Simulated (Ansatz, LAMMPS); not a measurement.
# Glassy 63SiO2-14B2O3-11Na2O-11CaO (mol %) (111 atoms): a single point, part 2 of 2

Aim: energy, forces, charges and density of states of glassy 63SiO2-14B2O3-11Na2O-11CaO (mol %) (111 atoms) at a fixed geometry.

Ansatz 0.2.0; Kohn-Sham DFT, PBEsol, PAW (set soft_2), plane waves.

The cell: 22 Si, 10 B, 8 Na, 4 Ca and 67 O. The quench rate of 1000 K/ps is many orders above laboratory rates. The starting topology of bonds comes from the classical model. Only the Γ point is sampled, in a cell whose shortest periodic width is 11 Å.

So far. Step 3 (Plane-wave single point): Neighbours are counted within 2.12 Å (O-Si), 1.83 Å (O-B), 3.08 Å (O-Na), 2.83 Å (O-Ca).

## (3) Plane-wave single point (continued)

Density of states as counts of states in windows of 1 eV (from the Fermi level), total and the larger projections:

| from (eV) | to (eV) | total | O p | Si p | O s |
| --- | --- | --- | --- | --- | --- |
| -18 | -17 | 19.2 | 0.4 | 1.8 | 14.5 |
| -17 | -16 | 9.6 | 0.2 | 0.5 | 7.2 |
| -16 | -15 | 1.5 | 0.0 | 0.1 | 1.1 |
| -15 | -12 | 0.0 | 0.0 | 0.0 | 0.0 |
| -12 | -11 | 4.3 | 2.9 | 0.2 | 0.1 |
| -11 | -10 | 14.0 | 9.4 | 0.8 | 0.5 |
| -10 | -9 | 18.5 | 12.8 | 1.4 | 0.7 |
| -9 | -8 | 21.6 | 15.5 | 2.4 | 0.6 |
| -8 | -7 | 35.2 | 26.0 | 4.7 | 0.6 |
| -7 | -6 | 28.6 | 21.8 | 2.8 | 0.8 |
| -6 | -5 | 36.6 | 30.1 | 2.5 | 1.7 |
| -5 | -4 | 55.9 | 48.1 | 2.4 | 2.1 |
| -4 | -3 | 60.8 | 55.3 | 1.7 | 1.3 |
| -3 | -2 | 59.4 | 55.3 | 1.2 | 0.7 |
| -2 | -1 | 42.1 | 39.8 | 0.6 | 0.3 |
| -1 | 0 | 23.9 | 22.6 | 0.3 | 0.2 |
| 0 | 1 | 1.1 | 1.1 | 0.0 | 0.0 |
| 1 | 2 | 0.0 | 0.0 | 0.0 | 0.0 |
| 2 | 3 | 2.6 | 0.2 | 0.2 | 0.5 |
| 3 | 4 | 7.0 | 0.9 | 0.8 | 0.6 |
| 4 | 5 | 22.6 | 1.9 | 2.8 | 1.9 |

With fixed occupations the program's Fermi level is the highest filled level; weight inside the gap is the broadening of levels at its edges.

Between -26 and -18 eV lie 176 more states.

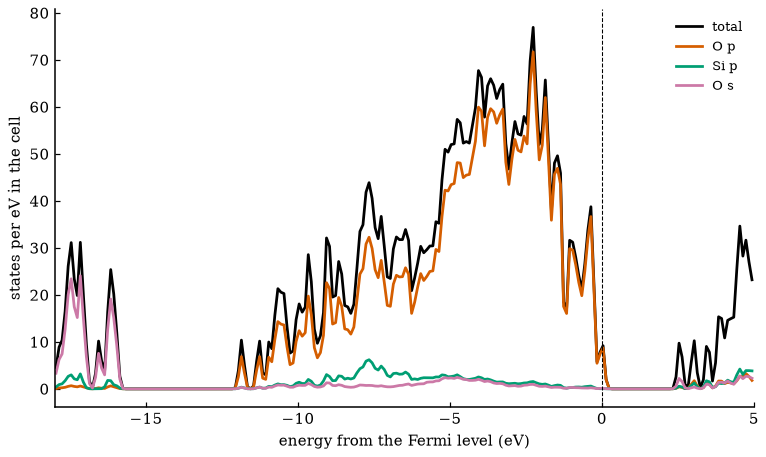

Total and projected density of states, with the broadening of the input.

The levels nearest the highest filled one (over half full), pooled over k-points and spins:

| level less the highest filled one (eV) | occupation |
| --- | --- |
| -0.451 | 2 |
| -0.415 | 2 |
| -0.383 | 2 |
| -0.329 | 2 |
| -0.275 | 2 |
| 0 | 2 |
| 2.57 | 0 |
| 3.02 | 0 |
| 3.48 | 0 |
| 3.83 | 0 |
| 3.93 | 0 |
| 4.12 | 0 |

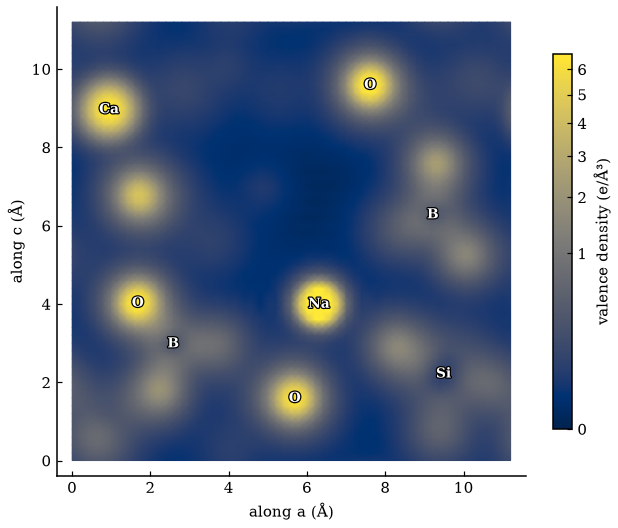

Valence density in the ac plane at fractional y = 0.404, with atoms of Si and B and Na and Ca and O within 0.2 Å of it. It is the smooth field of the valence electrons, not physical close to the nuclei. The map starts off the cell's origin, so that atoms lie inside it. The colour scale is stretched toward low values.

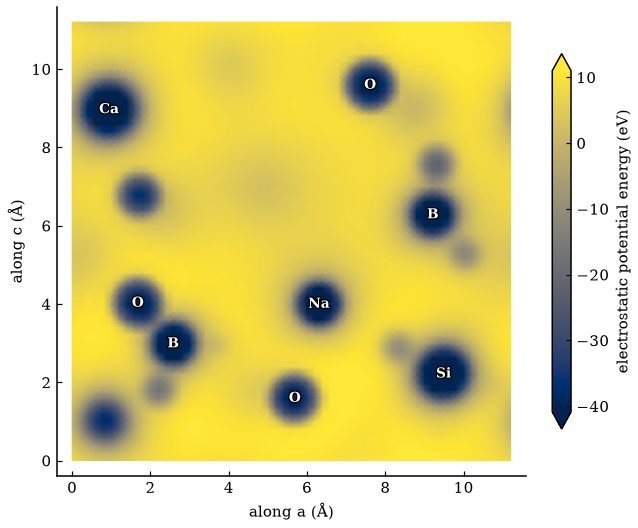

Electrostatic potential energy in the ac plane at fractional y = 0.404, with atoms of Si and B and Na and Ca and O within 0.2 Å of it. With pseudopotentials it is smooth inside the atoms' cores, unlike the true potential. The map starts off the cell's origin, so that atoms lie inside it.

Mean Löwdin charges: B +0.55, Ca +1.77, Na +0.80, O -0.73, Si +1.70 e (they miss 1.2 % of the electrons, so they add up to more than the cell's charge).

## (4) Local order

These statistics describe the geometry on which the runs were made.

Density 2.53 g/cm³, 12.65 Å³ an atom.

Pair distribution functions g(r), in bins of 0.2 Å:

| r (Å) | total | O-O | O-Si | O-B | O-Na | O-Ca | Si-Si |
| --- | --- | --- | --- | --- | --- | --- | --- |
| 1.30 | 0.43 | 0.00 | 0.00 | 3.97 | 0.00 | 0.00 | 0.00 |
| 1.50 | 1.54 | 0.00 | 1.83 | 10.17 | 0.00 | 0.00 | 0.00 |
| 1.70 | 2.54 | 0.00 | 10.61 | 0.00 | 0.00 | 0.00 | 0.00 |
| 1.90 | 0.00 | 0.00 | 0.00 | 0.00 | 0.00 | 0.00 | 0.00 |
| 2.10 | 0.00 | 0.00 | 0.00 | 0.00 | 0.00 | 0.00 | 0.00 |
| 2.30 | 0.58 | 0.68 | 0.00 | 0.00 | 1.35 | 4.65 | 0.00 |
| 2.50 | 1.46 | 2.96 | 0.00 | 0.42 | 1.99 | 2.70 | 0.00 |
| 2.70 | 1.35 | 2.74 | 0.20 | 0.11 | 1.88 | 0.57 | 0.00 |
| 2.90 | 1.13 | 1.31 | 0.41 | 0.10 | 1.39 | 0.50 | 2.99 |
| 3.10 | 0.92 | 0.82 | 0.87 | 0.78 | 0.32 | 0.88 | 2.84 |
| 3.30 | 0.80 | 0.61 | 0.87 | 1.22 | 0.68 | 0.40 | 1.09 |
| 3.50 | 0.91 | 0.67 | 1.17 | 1.50 | 0.61 | 0.53 | 0.00 |
| 3.70 | 1.17 | 0.66 | 1.69 | 2.13 | 0.69 | 0.61 | 0.68 |
| 3.90 | 1.16 | 0.74 | 1.65 | 1.44 | 0.90 | 0.82 | 0.90 |
| 4.10 | 0.93 | 0.54 | 1.35 | 1.34 | 0.93 | 1.23 | 0.97 |
| 4.30 | 1.01 | 0.85 | 1.18 | 0.95 | 1.19 | 1.80 | 1.14 |
| 4.50 | 1.02 | 1.21 | 0.81 | 0.54 | 1.38 | 1.45 | 0.91 |
| 4.70 | 1.06 | 1.50 | 0.65 | 0.64 | 1.09 | 1.50 | 1.15 |
| 4.90 | 1.03 | 1.37 | 0.66 | 0.77 | 1.08 | 1.39 | 0.86 |
| 5.10 | 1.03 | 1.23 | 0.80 | 0.83 | 1.13 | 0.88 | 1.23 |
| 5.30 | 0.97 | 1.05 | 0.84 | 1.10 | 1.00 | 0.74 | 0.99 |
| 5.50 | 0.87 | 0.77 | 0.93 | 0.94 | 0.90 | 0.82 | 0.92 |

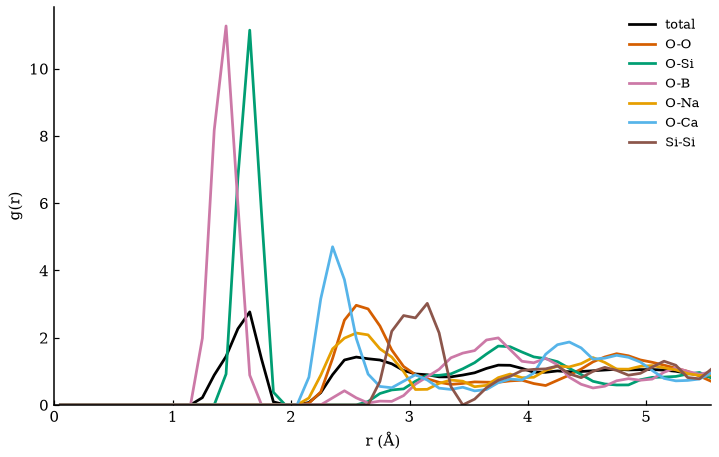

Pair distribution functions, lightly smoothed.

Bonds by pair of elements; cutoffs follow the first minimum of g(r), held within bounds set by covalent radii, and pairs that aren't listed don't count as bonded:

| pair A-B | cutoff (Å) | bonds | mean length (Å) | spread (Å) | shortest (Å) | B about A | A about B |
| --- | --- | --- | --- | --- | --- | --- | --- |
| O-Si | 2.12 | 88 | 1.64 | 0.038 | 1.56 | 1.31 | 4 |
| O-B | 1.83 | 35 | 1.44 | 0.05 | 1.37 | 0.522 | 3.5 |
| O-Na | 3.08 | 44 | 2.64 | 0.207 | 2.20 | 0.657 | 5.5 |
| O-Ca | 2.83 | 22 | 2.42 | 0.133 | 2.22 | 0.328 | 5.5 |

How many atoms have how many bonded neighbours:

| element | mean | 2 | 3 | 4 | 5 | 6 | 7 | 8 |
| --- | --- | --- | --- | --- | --- | --- | --- | --- |
| B | 3.5 | 0 | 5 | 5 | 0 | 0 | 0 | 0 |
| Ca | 5.5 | 0 | 0 | 1 | 0 | 3 | 0 | 0 |
| Na | 5.5 | 1 | 0 | 1 | 2 | 1 | 2 | 1 |
| O | 2.82 | 27 | 25 | 15 | 0 | 0 | 0 | 0 |
| Si | 4 | 0 | 0 | 22 | 0 | 0 | 0 | 0 |

Bond angles, per cent of each kind in bins of 5°:

| angle (°) | O-Si-O | O-Na-O | O-Ca-O | O-B-O | Na-O-Si |
| --- | --- | --- | --- | --- | --- |
| 45–50 | 0.0 | 0.9 | 0.0 | 0.0 | 0.0 |
| 50–55 | 0.0 | 8.9 | 3.9 | 0.0 | 0.0 |
| 55–60 | 0.0 | 3.6 | 0.0 | 0.0 | 0.0 |
| 60–65 | 0.0 | 7.1 | 3.9 | 0.0 | 0.0 |
| 65–70 | 0.0 | 0.9 | 3.9 | 0.0 | 0.0 |
| 70–75 | 0.0 | 3.6 | 2.0 | 0.0 | 2.5 |
| 75–80 | 0.0 | 5.4 | 3.9 | 0.0 | 2.5 |
| 80–85 | 0.0 | 8.0 | 7.8 | 0.0 | 5.0 |
| 85–90 | 0.0 | 4.5 | 7.8 | 0.0 | 7.5 |
| 90–95 | 0.0 | 6.2 | 5.9 | 0.0 | 7.5 |
| 95–100 | 7.6 | 3.6 | 9.8 | 0.0 | 5.0 |
| 100–105 | 22.0 | 5.4 | 7.8 | 6.7 | 2.5 |
| 105–110 | 25.8 | 4.5 | 11.8 | 28.9 | 15.0 |
| 110–115 | 23.5 | 4.5 | 2.0 | 35.6 | 12.5 |
| 115–120 | 11.4 | 5.4 | 9.8 | 11.1 | 7.5 |
| 120–125 | 9.1 | 2.7 | 3.9 | 15.6 | 2.5 |
| 125–130 | 0.0 | 1.8 | 0.0 | 2.2 | 7.5 |
| 130–135 | 0.0 | 4.5 | 0.0 | 0.0 | 12.5 |
| 135–140 | 0.8 | 2.7 | 2.0 | 0.0 | 0.0 |
| 140–145 | 0.0 | 4.5 | 0.0 | 0.0 | 2.5 |
| 145–150 | 0.0 | 7.1 | 2.0 | 0.0 | 0.0 |
| 150–155 | 0.0 | 1.8 | 3.9 | 0.0 | 5.0 |
| 155–160 | 0.0 | 0.9 | 3.9 | 0.0 | 0.0 |
| 160–165 | 0.0 | 0.9 | 2.0 | 0.0 | 0.0 |
| 165–170 | 0.0 | 0.0 | 2.0 | 0.0 | 2.5 |
| 170–175 | 0.0 | 0.0 | 0.0 | 0.0 | 0.0 |
| 175–180 | 0.0 | 0.9 | 0.0 | 0.0 | 0.0 |

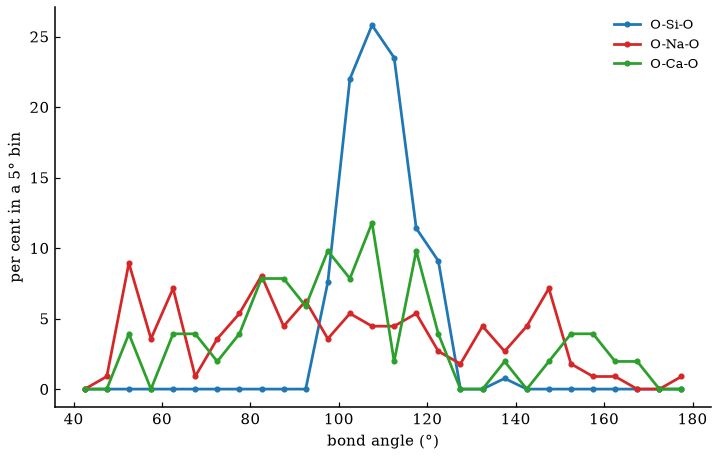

Distributions of the most common bond angles.

Bond angles (no mean is given where the spread exceeds 20°):

| angle | count | mean (°) | spread (°) |
| --- | --- | --- | --- |
| O-Si-O | 132 | 109 | 7.3 |
| O-Na-O | 112 | - | - |
| O-Ca-O | 51 | - | - |
| O-B-O | 45 | 113 | 5.9 |
| Na-O-Si | 40 | - | - |

Oxygen atoms by the number of network formers (Si, P, Ge, B, Al, As, Ga) bound to them:

| network formers bound to O | O atoms | per cent |
| --- | --- | --- |
| 0 | 0 | 0 |
| 1 | 13 | 19.4 |
| 2 | 52 | 77.6 |
| 3 | 2 | 3 |

Network units: each former by its oxygen neighbours and how many of them bridge to another former:

| former | O neighbours | bridging O | atoms |
| --- | --- | --- | --- |
| Si | 4 | 2 | 1 |
| Si | 4 | 3 | 7 |
| Si | 4 | 4 | 14 |
| B | 3 | 2 | 2 |
| B | 3 | 3 | 3 |
| B | 4 | 3 | 2 |
| B | 4 | 4 | 3 |

Bond length by coordination (bonds to H left out):

| element | coordination | atoms | mean bond length (Å) |
| --- | --- | --- | --- |
| B | 3 | 5 | 1.40 |
| B | 4 | 5 | 1.47 |
| Ca | 4 | 1 | 2.40 |
| Ca | 6 | 3 | 2.42 |
| Na | 2 | 1 | 2.43 |
| Na | 4 | 1 | 2.66 |
| Na | 5 | 2 | 2.64 |
| Na | 6 | 1 | 2.65 |
| Na | 7 | 2 | 2.65 |
| Na | 8 | 1 | 2.66 |
| O | 2 | 27 | 1.60 |
| O | 3 | 25 | 1.96 |
| O | 4 | 15 | 2.18 |

Rings of the network by King's shortest-path rule, up to 12 atoms, one path for each pair of neighbours; H, halogens, alkali and alkaline-earth atoms are left out, and the last column divides by all other atoms, bonded or not:

| ring size (atoms) | rings | per network atom |
| --- | --- | --- |
| 6 | 1 | 0.01 |
| 8 | 9 | 0.091 |
| 10 | 6 | 0.061 |
| 12 | 8 | 0.081 |

For some of the pairs, g(r) has its first main peak near 2.6 Å (O-O), 1.6 Å (O-Si), 1.4 Å (O-B), 2.6 Å (O-Na) and 2.4 Å (O-Ca). By these cutoffs 50 % of B atoms have 3 and as many 4, 75 % of Ca atoms have 6, 25 % of Na atoms have 5 and as many 7 and 40 % of O atoms have 2 bonded neighbours. The O-Si-O angle averages 109° with a spread of 7°. 78 % of the oxygens bridge two formers (Si and B) and 19 % are non-bridging; 3 % join three. The commonest Si unit has 4 oxygens, 4 of them shared with other formers (14 of 22 atoms). Rings of 8 atoms are the most common (38 % of those counted); sizes run from 6 to 12, where the search stops.

A closer look about O63, which has 4 bonded neighbours where the commonest count for O is 2: 14 atoms, nearest first, numbered in the order of the input, with positions taken from that point.

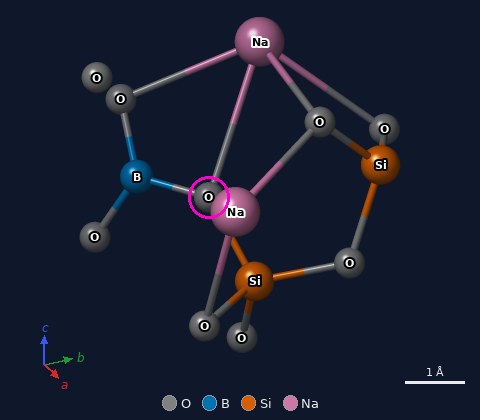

The atoms of the table, within 3.3 Å (arrows a, b, c point along x, y, z); some may hide others; the central atom is ringed.

| atom | x | y | z | distance (Å) | bonds | Löwdin charge (e) | Fx | Fy | Fz (eV/Å) |
| --- | --- | --- | --- | --- | --- | --- | --- | --- | --- |
| O63 | 0.00 | 0.00 | 0.00 | 0.00 | 4 | -0.60 | -0.59 | 0.27 | 0.69 |
| B29 | -1.15 | -0.82 | 0.03 | 1.41 | 3 | 0.57 | -1.94 | 1.83 | 1.05 |
| Si22 | 1.09 | 0.36 | -1.17 | 1.64 | 4 | 1.60 | -1.32 | -5.21 | -3.47 |
| O69 | -1.51 | -1.42 | -1.16 | 2.37 | 2 | -0.59 | 1.04 | -1.18 | -0.29 |
| O92 | -2.06 | -0.71 | 1.07 | 2.42 | 3 | -0.75 | 1.29 | 0.21 | -0.86 |
| O94 | 1.96 | -0.99 | -1.36 | 2.58 | 3 | -0.93 | 0.58 | 0.97 | 0.91 |
| O64 | 1.82 | 1.80 | -0.78 | 2.67 | 3 | -0.71 | 1.04 | 1.62 | -0.13 |
| O74 | 0.33 | 0.51 | -2.61 | 2.68 | 4 | -0.66 | -0.37 | 1.52 | 0.48 |
| O88 | 1.55 | 1.32 | 1.88 | 2.77 | 4 | -0.98 | 0.65 | -0.53 | 0.18 |
| Na35 | -0.90 | 1.33 | 2.29 | 2.80 | 8 | 0.79 | 0.60 | 0.45 | -0.77 |
| Na40 | 2.58 | -0.74 | 1.04 | 2.88 | 6 | 0.77 | 0.03 | -0.05 | -0.36 |
| Si2 | 1.49 | 2.51 | 0.80 | 3.03 | 4 | 1.58 | -2.64 | 0.26 | 2.26 |
| O52 | 0.09 | 3.25 | 0.70 | 3.32 | 3 | -0.93 | 0.10 | -0.52 | -0.79 |
| O46 | -0.17 | -2.08 | 2.61 | 3.34 | 3 | -0.77 | 0.94 | 0.91 | 0.82 |

The column of bonds counts only the pairs O-Si within 2.12 Å, O-B within 1.83 Å, O-Na within 3.08 Å, O-Ca within 2.83 Å; other neighbours, such as metal atoms beside each other in a compound, aren't counted, and periodic images can show an atom twice.

## (5) Outcome

| Property | Result |
| --- | --- |
| free energy per atom | -647.4245 eV/atom |
| pressure | -2.136 GPa |
| r.m.s. force component | 1.093 eV/Å |
| gap (highest filled to lowest empty level) | 2.567 eV |
| wall time of the 1 DFT run | 16 s |

**Reading.** The highest filled and lowest empty levels differ by 2.57 eV (at Γ alone); a semilocal functional tends to put such gaps too low. In a disordered cell it changes from sample to sample, and tail or defect levels can set it. Counting bonds as in the table, 50 % of B atoms have 3 and as many 4, 75 % of Ca atoms have 6, 25 % of Na atoms have 5 and as many 7 and 40 % of O atoms have 2 bonded neighbours. 78 % of the oxygens bridge two formers (Si and B) and 19 % are non-bridging; 3 % join three.

What to keep in mind: The force components of 1.1 eV/Å r.m.s. reflect the temperature of the frame as well as the gap between the generating potential and DFT. The pressure of -2.1 GPa is that of one thermal frame, in which the classical model's bond lengths enter as well as the volume, without the kinetic term.

[Hosts, paths, dates, database ids (printed as entryN), source tags and the programs' standing remarks are cut or masked in the printed files.]
